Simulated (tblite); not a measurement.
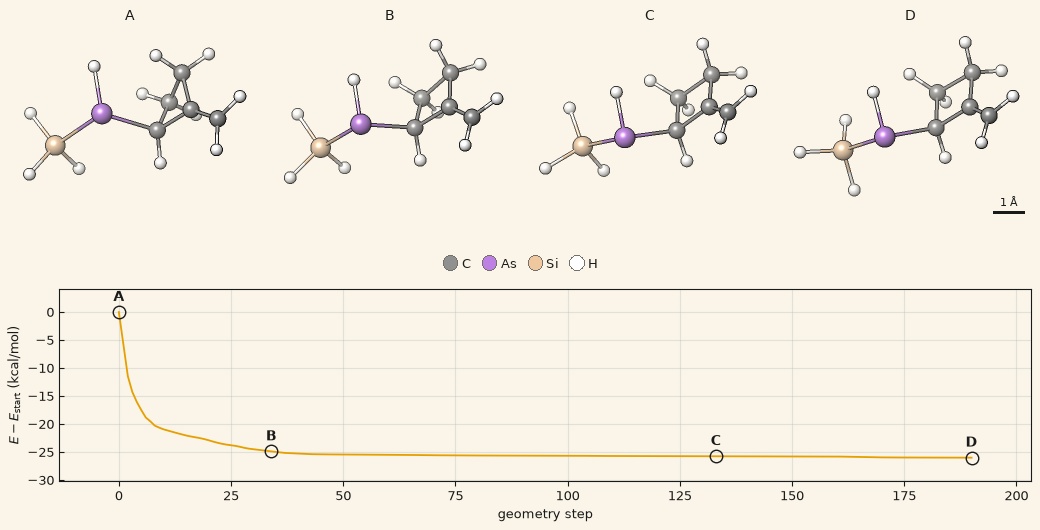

Frames of a relaxation of C₅H₁₁AsSi, marked on the history of the run. Style: ball-and-stick. Shown at a tilt.

Method: tblite, GFN2-xTB geometry optimisation, gas phase. 

Describe the path.

Answer. The largest move after the best rigid fit is that of an H atom, 1.25 Å. Largest moves by element: H 1.25 Å, As 0.86 Å, C 0.50 Å, Si 0.30 Å. Among the contacts that change: As–C 3.006 → 3.775 Å, As–H 1.573 → 1.509 Å, C–H 1.136 → 1.089 Å, C–C 1.513 → 1.539 Å. Bond angles that change, for instance: C–As–H 112.7° → 94.4°, C–C–As 107.0° → 119.0°, Si–As–H 105.4° → 93.4°. Groups turn about As–Si by about 60°, C–C by about 40°, C–C by about 35°. The energy falls by 26.0 kcal/mol in 190 geometry steps. The run took 2.6 s on 1 thread of Arm Neoverse N1, on a shared host. From step 0 to 34: an H atom moves most (0.77 Å), energy −24.9 kcal/mol. From step 34 to 133: an H atom moves most (0.66 Å), energy −0.85 kcal/mol. From step 133 to 190: an H atom moves most (0.86 Å), energy −0.27 kcal/mol.

```json
{"step": "0", "E − E(0), kcal/mol": "0.00"}
{"step": "1", "E − E(0), kcal/mol": "-5.66"}
{"step": "2", "E − E(0), kcal/mol": "-11.45"}
{"step": "3", "E − E(0), kcal/mol": "-14.27"}
{"step": "4", "E − E(0), kcal/mol": "-16.06"}
{"step": "5", "E − E(0), kcal/mol": "-17.51"}
{"step": "6", "E − E(0), kcal/mol": "-18.82"}
{"step": "7", "E − E(0), kcal/mol": "-19.50"}
{"step": "8", "E − E(0), kcal/mol": "-20.28"}
{"step": "9", "E − E(0), kcal/mol": "-20.64"}
{"step": "10", "E − E(0), kcal/mol": "-20.95"}
{"step": "19", "E − E(0), kcal/mol": "-22.67"}
{"step": "29", "E − E(0), kcal/mol": "-24.39"}
{"step": "38", "E − E(0), kcal/mol": "-25.19"}
{"step": "48", "E − E(0), kcal/mol": "-25.43"}
{"step": "57", "E − E(0), kcal/mol": "-25.47"}
{"step": "67", "E − E(0), kcal/mol": "-25.54"}
{"step": "76", "E − E(0), kcal/mol": "-25.60"}
{"step": "86", "E − E(0), kcal/mol": "-25.62"}
{"step": "95", "E − E(0), kcal/mol": "-25.64"}
{"step": "105", "E − E(0), kcal/mol": "-25.68"}
{"step": "114", "E − E(0), kcal/mol": "-25.71"}
{"step": "124", "E − E(0), kcal/mol": "-25.72"}
{"step": "133", "E − E(0), kcal/mol": "-25.73"}
{"step": "143", "E − E(0), kcal/mol": "-25.76"}
{"step": "152", "E − E(0), kcal/mol": "-25.78"}
{"step": "162", "E − E(0), kcal/mol": "-25.83"}
{"step": "171", "E − E(0), kcal/mol": "-25.95"}
{"step": "181", "E − E(0), kcal/mol": "-25.98"}
{"step": "190", "E − E(0), kcal/mol": "-26.00"}
```
